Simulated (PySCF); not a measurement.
# [NdBr2]+: shape, vibrations and bonding

Aim: find the relaxed shape of [NdBr2]+, test it by its vibrations, and read charges and levels. The structure is generated, not taken from experiment.

Method: PBE0, Nd lcecp-1-SVP with ECP49, Br def2-SVP; scalar-relativistic core potentials, no spin–orbit coupling; program: PySCF 2.14.0.

1 further run of the same task is left out (for a known fault of the program).

## Step 1: Where the work starts

3 atoms, charge 1, spin multiplicity 1.

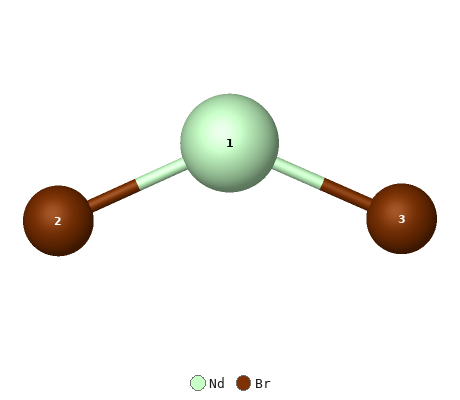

Start geometry, drawn with neodymium light green, bromine brown; atoms are numbered from 1 in the order of the file.

Coordinates:

```
Nd    0.0000    0.0000    0.0000
Br    2.5827    0.0000    1.1558
Br   -2.5827    0.0000    1.1558
```

Formal oxidation states: Nd +3. Each metal's 3 4f electrons lie in its core potential, so multiplicities, spins and levels count the valence alone.

## Step 2: SCF at the start, singlet

Input file run.py (the lines that set the calculation):

```python
mol = gto.M(atom='''
Nd     0.00000     0.00000     0.00000
Br     2.58270     0.00000     1.15580
Br    -2.58270     0.00000     1.15580''',
    basis={'Nd': 'lcecp-1-SVP', 'Br': 'def2-SVP'},
    ecp={'Nd': 'lcecp-1-SVP'},
    charge=1, spin=0)
mf = dft.RKS(mol, xc='PBE0')
mf.grids.atom_grid = (50, 194)  # f atoms: unpruned, at least (60, 302)
mf = mf.density_fit()  # fitting sets: Nd AutoAux, Br def2-universal-JKFIT
mf.conv_tol = 1e-08; mf.max_cycle = 55
mf.kernel(dm0)  # dm0: free metal ions and neutral atoms
```

On the command line:

```console
OMP_NUM_THREADS=2 python run.py
```

Log:

```text
init E= -5180.27289187669
  HOMO = -0.507736200836658  LUMO = -0.286941080595517  gap/eV = 6.00814
cycle= 1 E= -5180.80868336203  delta_E= -0.536  |g|= 0.402  |ddm|= 1.76
  HOMO = -0.410105744023014  LUMO = -0.385006644554931  gap/eV = 0.68298
cycle= 2 E= -5179.53013073628  delta_E= 1.28  |g|= 2.03  |ddm|= 3.01
  HOMO = -0.442176665416082  LUMO = -0.314723332614315  gap/eV = 3.46818
cycle= 3 E= -5180.88180069513  delta_E= -1.35  |g|= 0.149  |ddm|= 2.14
  HOMO = -0.464187032043777  LUMO = -0.31013158261068  gap/eV = 4.19206
cycle= 4 E= -5180.89059635029  delta_E= -0.0088  |g|= 0.0248  |ddm|= 0.226
  HOMO = -0.462838430137085  LUMO = -0.305065079441419  gap/eV = 4.29323
cycle= 5 E= -5180.89081318954  delta_E= -0.000217  |g|= 0.0054  |ddm|= 0.0392
  HOMO = -0.463077535352743  LUMO = -0.304720978452611  gap/eV = 4.30910
cycle= 6 E= -5180.89082134723  delta_E= -8.16e-06  |g|= 0.00105  |ddm|= 0.00666
  HOMO = -0.463185707998691  LUMO = -0.304709292660816  gap/eV = 4.31236
cycle= 7 E= -5180.89082170339  delta_E= -3.56e-07  |g|= 0.000367  |ddm|= 0.00209
  HOMO = -0.463184225441611  LUMO = -0.304753597600266  gap/eV = 4.31112
cycle= 8 E= -5180.89082174789  delta_E= -4.45e-08  |g|= 9.32e-05  |ddm|= 0.000487
  HOMO = -0.463177490111649  LUMO = -0.304767144664212  gap/eV = 4.31057
cycle= 9 E= -5180.89082175269  delta_E= -4.8e-09  |g|= 1.59e-05  |ddm|= 0.000232
  HOMO = -0.463175918318664  LUMO = -0.304767080985385  gap/eV = 4.31052
Extra cycle  E= -5180.89082175277  delta_E= -7.91e-11  |g|= 1.14e-05  |ddm|= 3.75e-05
converged SCF energy = -5180.89082175277
```

It took 2.9 s on 2 threads of Arm Neoverse V2, shared host; peak memory 0.4 GiB.

Read off: E = -5180.890822 Eh, HOMO -12.60 eV, LUMO -8.29 eV, Mulliken charge on Nd1 +1.42 e. 

## Step 3: Relaxation, singlet

Steps are kept in the start's point group, C2v.

Input file run.py (the lines that set the calculation):

```python
mol = gto.M(atom='''
Nd     0.00000     0.00000    -0.60861
Br     2.58270     0.00000     0.54719
Br    -2.58270     0.00000     0.54719''',
    basis={'Nd': 'lcecp-1-SVP', 'Br': 'def2-SVP'},
    ecp={'Nd': 'lcecp-1-SVP'},
    charge=1, spin=0)
mf = dft.RKS(mol, xc='PBE0')
mf.grids.atom_grid = (50, 194)  # f atoms: unpruned, at least (60, 302)
mf = mf.density_fit()  # fitting sets: Nd AutoAux, Br def2-universal-JKFIT
mf.conv_tol = 1e-08; mf.max_cycle = 55
mf.kernel(dm0)  # dm0: an SCF of this state at this start
# quasi-Newton relaxation in Cartesian coordinates to a largest gradient under 0.00045 Eh/bohr, steps kept in the point group
```

On the command line:

```console
OMP_NUM_THREADS=2 python run.py
```

The driver keeps no SCF log for this step, only its results.

Run time: 35 s. Hardware: 2 threads of Arm Neoverse V2, shared host.

Along the way:

```tsv
step	energy from step 1 (eV)	largest force component (eV/Å)
1	0.0000	2.0260
2	-0.4215	1.2230
3	-0.5802	0.8187
4	-0.6334	0.2638
5	-0.6779	0.4244
6	-0.6966	0.2892
7	-0.7096	0.0704
8	-0.7097	0.0546
9	-0.7099	0.0005
```

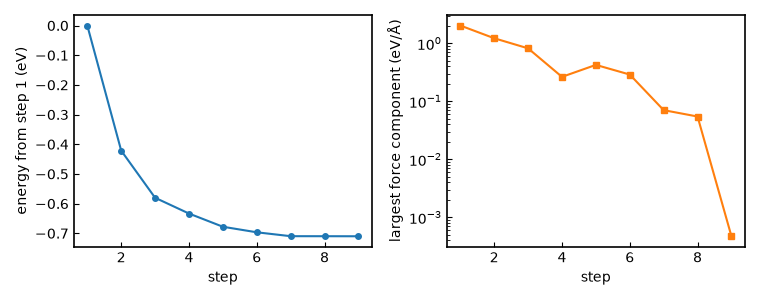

Energy and largest force along the relaxation.

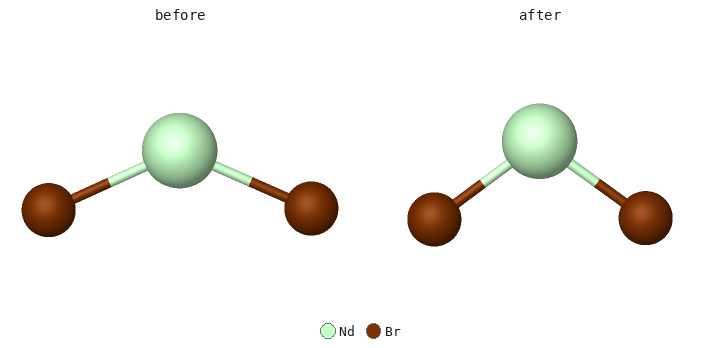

The geometry before (left) and after (right).

Close pairs (by a distance rule), those that changed most:

```tsv
bond	before (Å)	after (Å)	change (Å)
Nd1–Br2	2.830	2.577	-0.252
Nd1–Br3	2.830	2.577	-0.252
```

It ends in C2v at E = -5180.916911 Eh.

```xyz
3
charge 1, multiplicity 1
Nd    0.00000    0.00000   -0.85456
Br    2.07776    0.00000    0.67016
Br   -2.07776    0.00000    0.67016
```

## Step 4: The relaxed geometry turned into its symmetry frame

Input file run.py (the lines that set the calculation):

```python
mol = gto.M(atom='''
Nd     0.00000     0.00000    -0.80287
Br     2.07776     0.00000     0.72185
Br    -2.07776     0.00000     0.72185''',
    basis={'Nd': 'lcecp-1-SVP', 'Br': 'def2-SVP'},
    ecp={'Nd': 'lcecp-1-SVP'},
    charge=1, spin=0)
mf = dft.RKS(mol, xc='PBE0')
mf.grids.atom_grid = (50, 194)  # f atoms: unpruned, at least (60, 302)
mf = mf.density_fit()  # fitting sets: Nd AutoAux, Br def2-universal-JKFIT
mf.conv_tol = 1e-08; mf.max_cycle = 55
mf.kernel(dm0)  # dm0: free metal ions and neutral atoms
```

On the command line:

```console
OMP_NUM_THREADS=2 python run.py
```

Log:

```text
init E= -5180.41185187116
  HOMO = -0.523379298425537  LUMO = -0.288725344201083  gap/eV = 6.38526
cycle= 1 E= -5180.85974800533  delta_E= -0.448  |g|= 0.374  |ddm|= 2.01
  HOMO = -0.418618065484928  LUMO = -0.331332324142372  gap/eV = 2.37517
cycle= 2 E= -5180.67908298387  delta_E= 0.181  |g|= 0.815  |ddm|= 1.79
  HOMO = -0.461767489437176  LUMO = -0.275465950617072  gap/eV = 5.06952
cycle= 3 E= -5180.9139660155  delta_E= -0.235  |g|= 0.11  |ddm|= 1.19
  HOMO = -0.470308168726662  LUMO = -0.285828503606278  gap/eV = 5.01995
cycle= 4 E= -5180.91655906585  delta_E= -0.00259  |g|= 0.0313  |ddm|= 0.14
  HOMO = -0.470769234863977  LUMO = -0.282731024562045  gap/eV = 5.11678
cycle= 5 E= -5180.91690750207  delta_E= -0.000348  |g|= 0.00417  |ddm|= 0.0419
  HOMO = -0.47095558104202  LUMO = -0.282599161299901  gap/eV = 5.12544
cycle= 6 E= -5180.91691122015  delta_E= -3.72e-06  |g|= 0.000564  |ddm|= 0.00467
  HOMO = -0.470920100155244  LUMO = -0.282531272569708  gap/eV = 5.12632
cycle= 7 E= -5180.91691131322  delta_E= -9.31e-08  |g|= 0.000146  |ddm|= 0.000841
  HOMO = -0.470920984523911  LUMO = -0.282542091815779  gap/eV = 5.12605
cycle= 8 E= -5180.91691132055  delta_E= -7.33e-09  |g|= 4.03e-05  |ddm|= 0.000218
  HOMO = -0.470919028285324  LUMO = -0.282557183689705  gap/eV = 5.12559
Extra cycle  E= -5180.91691131957  delta_E= 9.8e-10  |g|= 6.59e-05  |ddm|= 0.000174
converged SCF energy = -5180.91691131957
```

Run time: 1.5 s. Hardware: 2 threads of Arm Neoverse V2, shared host.

Result: E = -5180.916911 Eh, HOMO -12.81 eV, LUMO -7.69 eV, Mulliken charge on Nd1 +1.26 e. 

## Step 5: Frequencies and infrared intensities

run.py (the lines that set the calculation): that of step 4 with these lines changed.

```diff
@@ -10,3 +10,4 @@
 mf = mf.density_fit()  # fitting sets: Nd AutoAux, Br def2-universal-JKFIT
-mf.conv_tol = 1e-08; mf.max_cycle = 55
-mf.kernel(dm0)  # dm0: free metal ions and neutral atoms
+mf.conv_tol = 1e-10; mf.max_cycle = 55
+mf.kernel(dm0)  # dm0: the density of the relaxed state
+# Hessian and dipole derivatives by central differences of gradients, 0.02 bohr
```

On the command line:

```console
OMP_NUM_THREADS=2 python run.py
```

The driver keeps no SCF log for this step, only its results.

Run time: 28 s. Hardware: 2 threads of Arm Neoverse V2, shared host.

Point group C2v; negative numbers are unstable modes, and those under 60 cm⁻¹ are near the numerical noise:

```tsv
cm⁻¹	km/mol	symmetry
56	2.9	a1
271	18.8	a1
284	72.7	b2
```

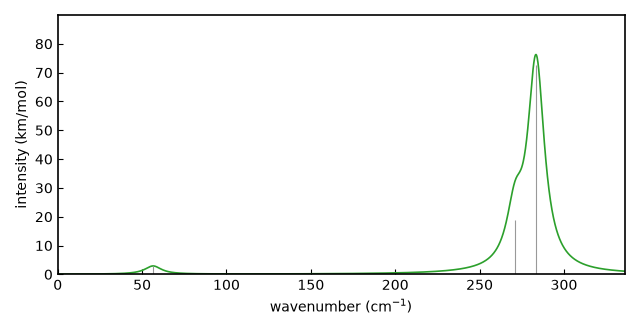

The infrared spectrum from the harmonic lines. Lines are broadened to a width of 12 cm⁻¹ (Lorentzian).

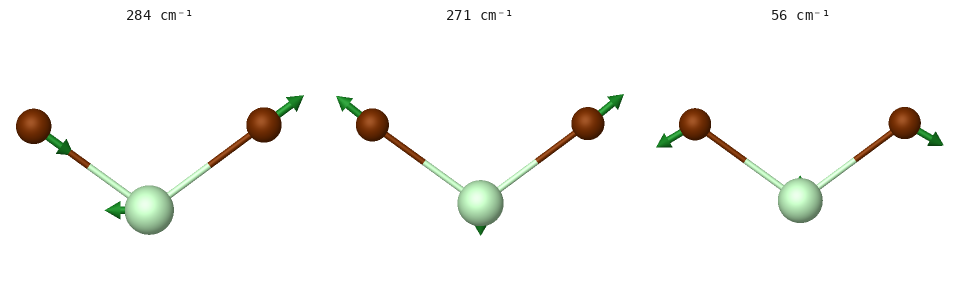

Displacements of 3 modes, as arrows.

## Step 6: Properties on a finer grid

Input file run.py (the lines that set the calculation):

```python
mol = gto.M(atom='''
Nd     0.00000     0.00000    -0.85456
Br     2.07776     0.00000     0.67016
Br    -2.07776     0.00000     0.67016''',
    basis={'Nd': 'lcecp-1-SVP', 'Br': 'def2-SVP'},
    ecp={'Nd': 'lcecp-1-SVP'},
    charge=1, spin=0)
mf = dft.RKS(mol, xc='PBE0')
mf.grids.atom_grid = (75, 302)  # f atoms: unpruned, at least (60, 302)
mf = mf.density_fit()  # fitting sets: Nd AutoAux, Br def2-universal-JKFIT
mf.conv_tol = 1e-09; mf.max_cycle = 55
mf.kernel(dm0)  # dm0: the density of the relaxed state
```

On the command line:

```console
OMP_NUM_THREADS=2 python run.py
```

Log:

```text
init E= -5180.91694902034
  HOMO = -0.470919673455533  LUMO = -0.2825530865632  gap/eV = 5.12572
cycle= 1 E= -5180.91694902332  delta_E= -2.98e-09  |g|= 5.97e-05  |ddm|= 0.000195
  HOMO = -0.470922671044745  LUMO = -0.28254635772866  gap/eV = 5.12598
cycle= 2 E= -5180.91694902256  delta_E= 7.57e-10  |g|= 7.17e-05  |ddm|= 0.000128
  HOMO = -0.470918937997045  LUMO = -0.28255271027695  gap/eV = 5.12571
cycle= 3 E= -5180.91694902371  delta_E= -1.15e-09  |g|= 1.59e-05  |ddm|= 0.000109
  HOMO = -0.470920041920501  LUMO = -0.282551022012701  gap/eV = 5.12578
cycle= 4 E= -5180.91694902384  delta_E= -1.24e-10  |g|= 6.52e-07  |ddm|= 2.72e-05
  HOMO = -0.470919984393362  LUMO = -0.282551235969816  gap/eV = 5.12577
Extra cycle  E= -5180.9169490238  delta_E= 3.37e-11  |g|= 1.04e-06  |ddm|= 2.89e-06
converged SCF energy = -5180.9169490238
```

It took 11 s on 2 threads of Arm Neoverse V2, shared host.

Result: E = -5180.916949 Eh, HOMO -12.81 eV, LUMO -7.69 eV, Mulliken charge on Nd1 +1.26 e, largest force component 0.024 eV/Å. 

Löwdin charges:

```tsv
atom	value (e)
Nd1	0.62
Br2	0.19
Br3	0.19
```

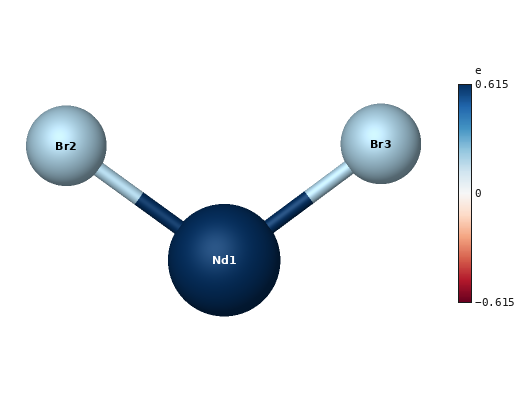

Löwdin charges, as colours on the atoms.

Mulliken charges: Nd1 +1.26, Br2 -0.13, Br3 -0.13 e.

Contacts (the nearest donor of each ligand) and Mayer bond orders:

```tsv
contact	distance (Å)	bond order
Nd1–Br2 (Br)	2.577	1.46
Nd1–Br3 (Br)	2.577	1.46
```

Mulliken populations of Nd1 outside the core potential: s 2.18, p 6.16, d 1.36, f 0.04.

The fields below are evaluated on a grid from the run's orbitals.

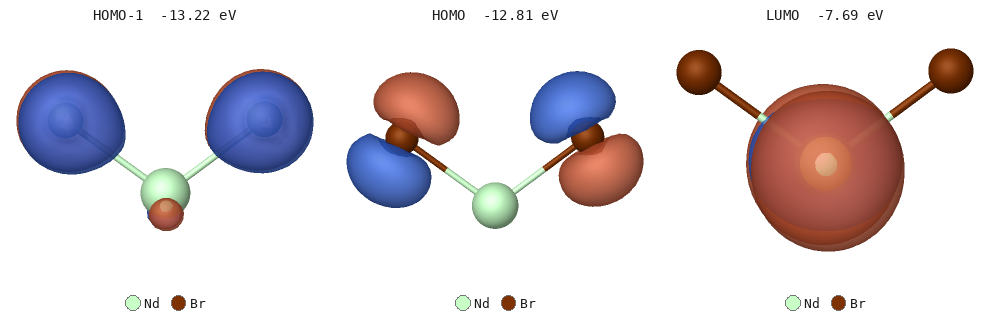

PBE0 orbitals near the gap, drawn at the value that encloses 70 % of each; the two colours are the two signs.

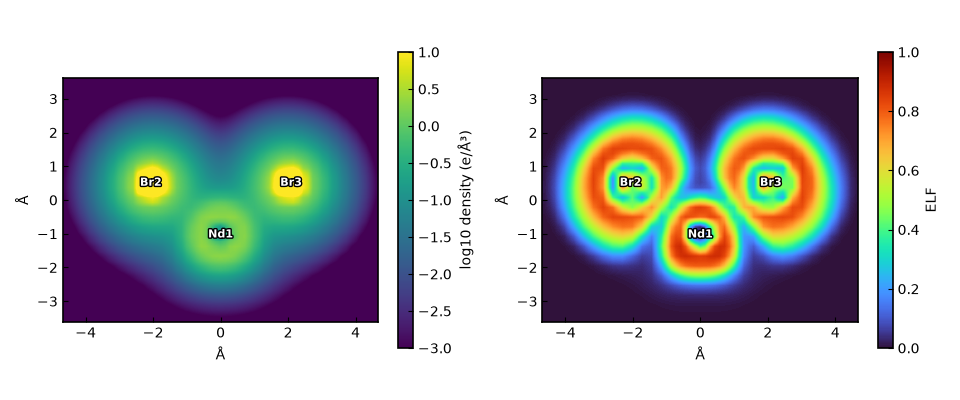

Density (left) and ELF (right) in a plane through or near 3 of the atoms.

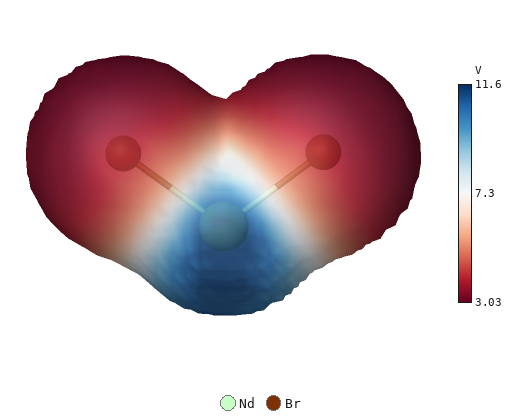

The potential that a unit positive charge feels on the 0.002 e/bohr³ surface, from 3.03 V near Br2 to 11.56 V near Nd1.

## Step 7: Summary of results

```
                                              quantity                           value
                                 state and point group     singlet in the valence, C2v
                                                 modes   56 to 284 cm⁻¹, none unstable
strongest infrared band (modes within 1.5 cm⁻¹ summed)            284 cm⁻¹ (73 km/mol)
                                     zero-point energy                        0.038 eV
                               ideal gas, 298 K, 1 bar  S = 343.0, Cp = 55.9 J/(mol K)
                                 metal–ligand contacts                          2.58 Å
                                       frontier levels   HOMO -12.81 eV, LUMO -7.69 eV
                       dipole about the centre of mass                          7.70 D
                                   mean polarisability                          9.7 Å³
```

All modes are real within the noise of the softest ones, so the structure is a minimum. The metal carries +0.62 e by Löwdin's partition against a formal +3, and bond orders to the nearest donors reach 1.46. Both measures hang on the basis. One start shape was tried, so another isomer may lie lower. The bases are small and lack diffuse functions. Spin–orbit coupling is left out.
